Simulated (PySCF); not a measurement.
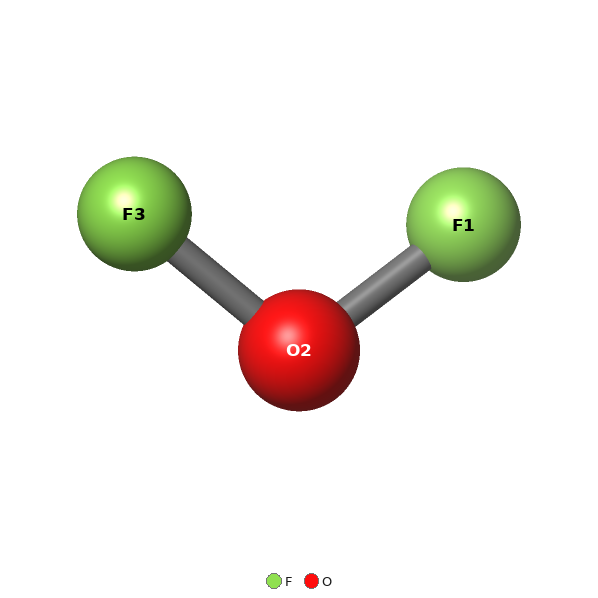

The geometry was computed by an optimisation with PBE0-D3(BJ)/def2-SVP. No frequency run is at hand to confirm it as a minimum. Properties computed with delta-SCF UKS SCAN, pcX-2 on the ionised atom, pcseg-1 elsewhere, spin-free X2C (PySCF 2.14.0).

Give the core-electron binding energies (to vacuum) of F1 1s, O2 1s.

```
atom  level  binding energy (eV)
  F1     1s                695.0
  O2     1s                545.2
```
